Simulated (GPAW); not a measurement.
# TiPd (Pm-3m): the Pd L₃ absorption edge, part 2 of 3

Aim: the near-edge shape at the Pd L₃ edge of TiPd (Pm-3m), and what the core hole does to it.

GPAW 26.7.0; X-ray absorption from dipole matrix elements to empty bands, plane-wave PAW LDA.

So far. Step 2 (Ground state of the crystal): The mesh shows no gap, so the system is treated as a metal and the core electron is put at the Fermi level (neutral cell). Step 3 (Spectrum without a core hole, Pd atom 1): Main maxima below 30 eV (height): 1.0 eV (2.35), 9.0 eV (1.00), 15.6 eV (1.06), 22.0 eV (0.94) and 29.0 eV (0.94). At an L edge the dipole rule selects empty d (and weakly s) states on the absorber, and the strong line at the onset measures the empty part of its d band.

## (5) Spectrum with XCH, Pd atom 1

The holes are 5.5 Å apart. In GPAW the data set carries the hole's charge, so charge=0 means a charged cell and charge=-1 a neutral one. The excited electron is kept in the cell, where it fills the lowest empty states and screens the hole. After the field has converged, empty bands are computed with the density fixed and the dipole matrix elements are summed.

Input file xas.py:

```python
import numpy as np
from ase import Atoms
from ase.parallel import parprint, paropen
from gpaw import GPAW, PW, FermiDirac, Mixer, MixerDif, setup_paths
from gpaw.test import gen
setup_paths.insert(0, '.')
gen('Pd', name='fch2p', xcname='LDA', corehole=(2, 1, 1), write_xml=True)
from gpaw.mpi import world
world.barrier()

atoms = Atoms('Pd4Ti4',
    cell=[[3.18, 3.18, 3.18],
     [-3.18, 3.18, -3.18],
     [-3.18, -3.18, 3.18]],
    scaled_positions=[[0, 0, 0],
     [0, 0.5, 0.5],
     [0.5, 0, 0.5],
     [0.5, 0.5, 0],
     [0.5, 0, 0],
     [0.5, 0.5, 0.5],
     [0, 0, 0.5],
     [0, 0.5, 0]],
    pbc=True)
atoms.calc = calc = GPAW(legacy_gpaw=True, mode=PW(430, force_complex_dtype=True), xc='LDA', setups={0: 'fch2p'},
    kpts={'size': (6, 6, 6), 'gamma': True}, occupations=FermiDirac(0.1),
    charge=-1, mixer=Mixer(0.1, 5, 50), maxiter=150,
    convergence={'density': 0.0001, 'eigenstates': 1e-6}, txt='scf.txt')
energy = atoms.get_potential_energy() + calc.get_reference_energy()
ef = calc.get_fermi_level()
out = dict(energy=energy, fermi=ef, forces=atoms.get_forces().tolist())
parprint(f'all-electron energy {energy:.4f} eV, Fermi level {ef:.4f} eV')
ev = np.array([[calc.get_eigenvalues(k, s) for k in range(len(calc.get_ibz_k_points()))] for s in range(calc.get_number_of_spins())])
out['homo'], out['lumo'], out['counts'] = ev[ev < ef].max(), ev[ev > ef].min(), sorted(set((ev < ef).sum((0, 2)).tolist()))
out['filled'] = (ev[:, 0] < ef).sum(1).tolist()

from ase.units import Ha
from gpaw.xas import dipole_matrix_elements
nb = int(calc.get_number_of_electrons() / 2) + 120
top, nb = nb, nb + 8 + nb // 12
nscf = calc.fixed_density(kpts={'size': (6, 6, 6), 'gamma': True}, nbands=nb,
    convergence={'bands': top, 'eigenstates': 5e-3}, maxiter=60, txt='nscf.txt')
cell = atoms.cell.array
ops = [cell.T @ U.T @ np.linalg.inv(cell.T) for U in nscf.wfs.kd.symmetry.op_scc]
E = np.arange(-6, 34, 0.1)
fwhm = np.interp(E, [4, 25], [2.25, 3.5])
Y, X, zero, highest = 0, 0, 1e9, 1e9
for spin in range(nscf.get_number_of_spins()):
    wfs = nscf.wfs
    mine = wfs.bd.get_slice()  # this rank's bands
    A = dipole_matrix_elements(wfs.setups[0])
    eps = np.zeros((wfs.kd.nibzkpts, nb))
    d = np.zeros((3, A.shape[1], wfs.kd.nibzkpts, nb), complex)
    for kpt in wfs.kpt_u:
        if kpt.s == spin and 0 in kpt.P_ani:
            eps[kpt.k, mine] = kpt.eps_n * Ha
            d[:, :, kpt.k, mine] = (kpt.weight * wfs.nspins / 2) ** 0.5 * np.inner(A, kpt.P_ani[0])
    world.sum(eps)
    world.sum(d)
    T = np.einsum('amkn,bmkn->abkn', d, d.conj()).real
    T = sum(np.einsum('ai,ijkn,bj->abkn', R, T, R) for R in ops) / len(ops)
    empty = eps > ef
    zero, highest = min(zero, eps[empty].min()), min(highest, eps[:, top - 1].min())
    lines = [(eps, T, empty)] if spin == 0 else lines + [(eps, T, empty)]
for eps, T, empty in lines:
    f = np.einsum('aakn->akn', T).reshape(3, -1)
    x = eps.ravel() - zero
    w = np.interp(x, E, fwhm) / 2.35482
    g = np.exp(-0.5 * ((E[:, None] - x) / w) ** 2) / (w * (2 * np.pi) ** 0.5)
    Y = Y + (f * empty.ravel()) @ g.T
    X = X + (f * ~empty.ravel()) @ g.T
out.update(E=E.round(2).tolist(), xas=Y.tolist(), xes=X.tolist(), zero=zero, valid=highest - zero, nk=len(eps), nb=nb)
for i in range(0, len(E), 10):
    parprint(f'{E[i]:7.2f}', *(f'{v:10.3e}' for v in Y[:, i]))
import json
with paropen('out.json', 'w') as f:
    json.dump(out, f)
```

The run is started by

```
$ OMP_NUM_THREADS=1 mpirun -n 4 gpaw python xas.py
```

Numbers of over 12 decimals in the logs are rounded to 6 here.

The program printed:

```text
Input parameters:
  charge: -1
  convergence: {density: 0.0001,
                eigenstates: 1e-06}
  kpts: {gamma: True,
         size: (6, 6, 6)}
  maxiter: 150
  mixer: {backend: pulay,
          beta: 0.1,
          method: separate,
          nmaxold: 5,
          weight: 50}
  mode: {ecut: 430.0,
         force_complex_dtype: True,
         name: pw}
  occupations: {fixmagmom: False,
                name: fermi-dirac,
                width: 0.1}
  setups: {0: fch2p}

Initialize ...

[... PAW data sets ...]

Reference energy: -637868.364227  # eV

Spin-paired calculation

[... convergence settings ...]
Symmetries present (total): 48
  [... symmetry matrices ...]

216 k-points: 6 x 6 x 6 Monkhorst-Pack grid + [1/12,1/12,1/12]
16 k-points in the irreducible part of the Brillouin zone
       k-points in crystal coordinates                weights
   0:     0.00000000    0.00000000    0.00000000          1/216
   1:     0.16666667    0.00000000    0.00000000         12/216
   2:     0.16666667    0.16666667   -0.16666667          6/216
   3:     0.33333333    0.00000000   -0.16666667         24/216
   4:     0.33333333    0.00000000    0.00000000         12/216
   5:     0.33333333    0.16666667   -0.16666667         24/216
   6:     0.33333333    0.33333333   -0.33333333          6/216
   7:     0.33333333    0.33333333    0.16666667         12/216
   8:     0.33333333    0.33333333    0.33333333          8/216
   9:     0.50000000    0.16666667    0.16666667          8/216
          ...
  15:     0.50000000    0.50000000    0.50000000          1/216

Wave functions: Plane wave expansion
  Cutoff energy: 430.000 eV
  Number of coefficients (min, max): 2587, 2624
  Pulay-stress correction: 0.000000 eV/Ang^3 (de/decut=0.000000)
  Using FFTW library
  Wavefunction extrapolation:
    Improved wavefunction reuse through dual PAW basis

Occupation numbers: Fermi-Dirac:
  width: 0.1000  # eV

Eigensolver
   Davidson(niter=2)

Densities:
  Coarse grid: 27*27*27 grid
  Fine grid: 54*54*54 grid
  Total Charge: 0.000000

Density mixing:
  Method: separate
  Backend: pulay
  Linear mixing parameter: 0.1
  old densities: 5
  Width of damping distribution: 1.1
  Damping of long wavelength oscillations: 50

[... Hamiltonian set-up ...]
Number of atoms: 8
Number of atomic orbitals: 100
Number of bands in calculation: 72
Number of valence electrons: 113
Bands to converge: occupied

... initialized

Initializing position-dependent things.

Density initialized from atomic densities
Creating initial wave functions:
  72 bands from LCAO basis set

                Pd

             Ti      Ti
           Ti     Pd
        Pd      Pd

             Ti

Atomic positions and initial magnetic moments

Positions:
   0 Pd     0.000000    0.000000    0.000000    ( 0.0000,  0.0000,  0.0000)
   1 Pd    -3.180000    0.000000    0.000000    ( 0.0000,  0.0000,  0.0000)
   2 Pd     0.000000    0.000000    3.180000    ( 0.0000,  0.0000,  0.0000)
   3 Pd     0.000000    3.180000    0.000000    ( 0.0000,  0.0000,  0.0000)
   4 Ti     1.590000    1.590000    1.590000    ( 0.0000,  0.0000,  0.0000)
   5 Ti    -1.590000    1.590000    1.590000    ( 0.0000,  0.0000,  0.0000)
   6 Ti    -1.590000   -1.590000    1.590000    ( 0.0000,  0.0000,  0.0000)
   7 Ti    -1.590000    1.590000   -1.590000    ( 0.0000,  0.0000,  0.0000)

Unit cell:
           periodic     x           y           z      points  spacing
  1. axis:    yes    3.180000    3.180000    3.180000    27     0.1666
  2. axis:    yes   -3.180000    3.180000   -3.180000    27     0.1666
  3. axis:    yes   -3.180000   -3.180000    3.180000    27     0.1666

  Lengths:   5.507922   5.507922   5.507922
  Angles:  109.471221 109.471221 109.471221

Effective grid spacing dv^(1/3) = 0.1870

iter:   1   -85.960701
iter:   2   -64.339665   +0.29  -0.92
iter:   3   -61.469433   -0.63  -1.29
iter:   4   -59.524481   -0.48  -1.42
iter:   5   -59.522288   -1.06  -1.83
iter:   6   -60.354753   -1.21  -1.99
iter:   7   -59.161935   -1.54  -1.83
iter:   8   -59.117668   -2.02  -2.37
iter:   9   -59.116939c  -2.34  -2.65
iter:  10   -59.130503c  -2.68  -2.88
iter:  11   -59.116172c  -3.24  -2.65
iter:  12   -59.116013c  -3.88  -2.96
iter:  13   -59.116149c  -3.85  -3.06
iter:  14   -59.115265c  -3.85  -3.09
iter:  15   -59.115454c  -4.29  -3.48
iter:  16   -59.114854c  -5.15  -3.63
iter:  17   -59.115160c  -5.21  -3.94
iter:  18   -59.115014c  -5.83  -4.01c
iter:  19   -59.115005c  -6.53c -4.36c

Converged after 19 iterations.

Dipole moment: (0.000000, -0.000000, -0.000000) |e|*Ang

Energy contributions relative to reference atoms: (reference = -637868.364227)

Kinetic:         -0.200012
Potential:      -21.523194
External:        +0.000000
XC:             -36.876680
Entropy (-ST):   -0.399149
Local:           -0.315543
SIC:             +0.000000
--------------------------
Free energy:    -59.314579
Extrapolated:   -59.115005

Showing only first 2 kpts
 Kpt  Band  Eigenvalues  Occupancy
  0    54      9.57924    0.08863
  0    55      9.67185    0.03607
  0    56      9.67185    0.03607
  0    57      9.79061    0.01114

  1    54      9.26941    1.01359
  1    55      9.45993    0.26521
  1    56      9.59565    0.07572
[...]
Fermi level: 9.27212

No gap
No difference between direct/indirect transitions

Forces in eV/Ang:
  0 Pd    0.00000    0.00000    0.00000
  1 Pd    0.00000    0.00000   -0.00000
  2 Pd    0.00000   -0.00000   -0.00000
  3 Pd   -0.00000    0.00000   -0.00000
  4 Ti    0.00000    0.00000    0.00000
  5 Ti    0.00000    0.00000   -0.00000
  6 Ti    0.00000   -0.00000   -0.00000
  7 Ti    0.00000    0.00000   -0.00000
Scalar-relativistic atomic LDA calculation for Pd (Palladium, Z=46)
Core hole in 2p state (2p occupation: 5.0)
600 radial gridpoints.
|------------------------------------------------|
|------------------------------------------------|
[... the atom generator's iteration count ...]

Energy contributions:
-------------------------
Kinetic:    +5098.428595
XC:          -134.424208
Potential:  -9883.942445
-------------------------
Total:      -4919.938057

state      eigenvalue         ekin         rmax
-----------------------------------------------
1s^2.0 :  -892.398049  1124.251513        0.021
2s^2.0 :  -133.384537   234.323541        0.116
2p^5.0 :  -120.666908   224.407343        0.093
3s^2.0 :   -24.790166    65.749778        0.338
3p^6.0 :   -20.481673    61.454361        0.330
3d^10.0:   -13.571243    56.309536        0.274
4s^2.0 :    -3.686875    16.689598        0.832
4p^6.0 :    -2.413100    13.900480        0.883
4d^10.0:    -0.589396     7.913861        1.033
5p^0.0 :    -0.231427     1.055959        3.018
5s^0.0 :    -0.414986     1.827655        2.391
-----------------------------------------------
(units: Bohr and Hartree)

Generating PAW setup
Kinetic energy of the core from tauc = 5053.991019200469
Cutoffs:
rc(s)=2.320
rc(p)=2.570
rc(d)=2.320
rc(vbar)=2.300
rc(comp)=2.250
rc(nct)=2.570

Kinetic energy of the core states: 4935.887101
Charge: 1.0
Core electrons: 29.0
Valence electrons: 16.0
Pseudo-core charge: 0.058290
Shape function alpha=1.975
Pseudo-electron charge 4.505477
state    eigenvalue         norm
--------------------------------
5s(0) :    -0.414986     1.036677
*s    :     0.585014
4p(6) :    -2.413100     0.084719
5p(0) :    -0.231427     1.008365
4d(10):    -0.589396     0.393887
*d    :     0.410604
--------------------------------

Diagonalizing with gridspacing h=0.050

state   all-electron     PAW
-------------------------------
5s:      -0.414986    -0.415297
4p:      -2.413100    -2.413438
4d:      -0.589396    -0.590147
*f:                   -0.016713
-------------------------------
all-electron energy -637927.4792 eV, Fermi level 9.2721 eV
[...]
31.00  3.795e-06  3.795e-06  3.795e-06
  32.00  3.334e-06  3.334e-06  3.334e-06
  33.00  3.155e-06  3.155e-06  3.155e-06
```

The job ended after 55 s (4 MPI ranks of Intel Xeon Platinum 8375C at 2.90GHz (Ice Lake), shared host; peak memory 0.35 GiB; 3.7 min of CPU time).

The Pd L₃ spectrum, Pd atom 1, excited-electron core hole (neutral cell) (energy from the lowest empty level; intensity scaled to a mean of 1 over the first 20 eV):

| E (eV) | intensity |
| --- | --- |
| -2.0 | 0.04 |
| -0.5 | 0.59 |
| 1.0 | 1.58 |
| 2.5 | 1.10 |
| 4.0 | 0.56 |
| 5.5 | 0.47 |
| 7.0 | 0.76 |
| 8.5 | 1.12 |
| 10.0 | 1.09 |
| 11.5 | 1.04 |
| 13.0 | 1.06 |
| 14.5 | 1.22 |
| 16.0 | 1.21 |
| 17.5 | 0.96 |
| 19.0 | 0.88 |
| 20.5 | 1.07 |
| 22.0 | 1.15 |
| 23.5 | 1.04 |
| 25.0 | 0.96 |
| 26.5 | 1.01 |
| 28.0 | 1.12 |
| 29.5 | 1.11 |
| 31.0 | 0.91 |

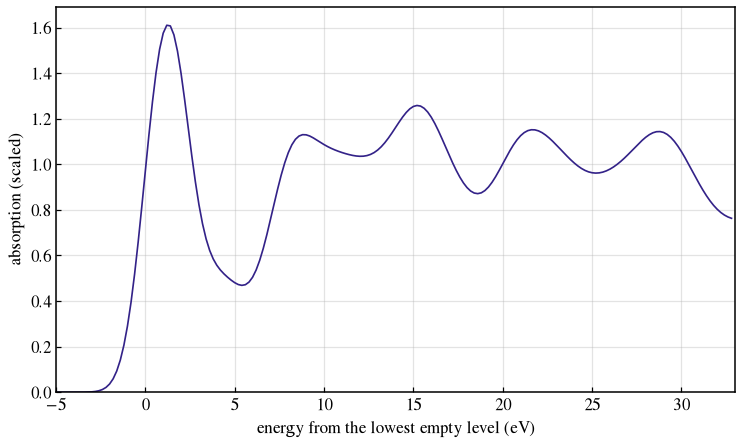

The Pd L₃ edge, Pd atom 1, excited-electron core hole (neutral cell): main maxima at 1.2, 15.2 and 21.6 eV.

Main maxima below 30 eV (height): 1.2 eV (1.61), 8.8 eV (1.13), 15.2 eV (1.26), 21.6 eV (1.15) and 28.8 eV (1.14). 

## (6) Supercell without a hole, the energy reference

The cutoff changes for the next run, so it gets a reference energy of its own.

Input file scf.py:

```python
import numpy as np
from ase import Atoms
from ase.parallel import parprint, paropen
from gpaw import GPAW, PW, FermiDirac, Mixer, MixerDif, setup_paths
from gpaw.test import gen
setup_paths.insert(0, '.')
gen('Pd', name='nch2p', xcname='LDA', corehole=(2, 1, 0), write_xml=True)
from gpaw.mpi import world
world.barrier()

atoms = Atoms('Pd4Ti4',
    cell=[[3.18, 3.18, 3.18],
     [-3.18, 3.18, -3.18],
     [-3.18, -3.18, 3.18]],
    scaled_positions=[[0, 0, 0],
     [0, 0.5, 0.5],
     [0.5, 0, 0.5],
     [0.5, 0.5, 0],
     [0.5, 0, 0],
     [0.5, 0.5, 0.5],
     [0, 0, 0.5],
     [0, 0.5, 0]],
    pbc=True)
atoms.calc = calc = GPAW(legacy_gpaw=True, mode=PW(160, force_complex_dtype=True), xc='LDA', setups={0: 'nch2p'},
    kpts={'size': (6, 6, 6), 'gamma': True}, occupations=FermiDirac(0.1),
    charge=0, mixer=Mixer(0.1, 5, 50), maxiter=150,
    convergence={'density': 0.0001, 'eigenstates': 1e-6}, txt='scf.txt')
energy = atoms.get_potential_energy() + calc.get_reference_energy()
ef = calc.get_fermi_level()
out = dict(energy=energy, fermi=ef, forces=atoms.get_forces().tolist())
parprint(f'all-electron energy {energy:.4f} eV, Fermi level {ef:.4f} eV')
ev = np.array([[calc.get_eigenvalues(k, s) for k in range(len(calc.get_ibz_k_points()))] for s in range(calc.get_number_of_spins())])
out['homo'], out['lumo'], out['counts'] = ev[ev < ef].max(), ev[ev > ef].min(), sorted(set((ev < ef).sum((0, 2)).tolist()))
out['filled'] = (ev[:, 0] < ef).sum(1).tolist()
import json
with paropen('out.json', 'w') as f:
    json.dump(out, f)
```

The run is started by

```
$ OMP_NUM_THREADS=1 mpirun -n 4 gpaw python scf.py
```

The program printed:

```text
Input parameters:
  convergence: {density: 0.0001,
                eigenstates: 1e-06}
  kpts: {gamma: True,
         size: (6, 6, 6)}
  maxiter: 150
  mixer: {backend: pulay,
          beta: 0.1,
          method: separate,
          nmaxold: 5,
          weight: 50}
  mode: {ecut: 160.0,
         force_complex_dtype: True,
         name: pw}
  occupations: {fixmagmom: False,
                name: fermi-dirac,
[...]
*s    :     0.867555
4p(6) :    -1.887839     0.106328
5p(0) :    -0.013094     0.999271
4d(10):    -0.158303     0.497587
*d    :     0.841697
--------------------------------

Diagonalizing with gridspacing h=0.050

state   all-electron     PAW
-------------------------------
5s:      -0.132445    -0.132631
4p:      -1.887839    -1.888259
4d:      -0.158303    -0.159049
*f:                    0.072864
-------------------------------
all-electron energy -641119.5578 eV, Fermi level 9.4350 eV
[key lines of the parts left out:]
Converged after 13 iterations.
Dipole moment: (0.000000, -0.000000, 0.000000) |e|*Ang
Free energy:    -31.627898
Fermi level: 9.43499
```

Elapsed: 12 s, on 4 MPI ranks; peak memory 0.19 GiB.

The run finished; it serves as a test, and its numbers are not taken as the result.

[end of part 2 of 3]

[Banner, clock and machine lines of the logs are left out without a mark of their own.]

[Logs are printed without paths, hosts, clocks, repeated set-up lines and the standing remarks that a program may print on its own settings, such as how far it seeks lower states.]

[Hosts, paths, dates, database ids (printed as entryN), source tags and the programs' standing remarks are cut or masked in the printed files.]

[Lists of maxima count a maximum above −3 eV only where it reaches 4 % of the highest in the window and stands out from its surroundings by 2 % of it (1.5 % where it reaches 55 %); shoulders and weaker maxima are passed over, and of the rest the first, up to two pre-edge ones and the few strongest are named.]
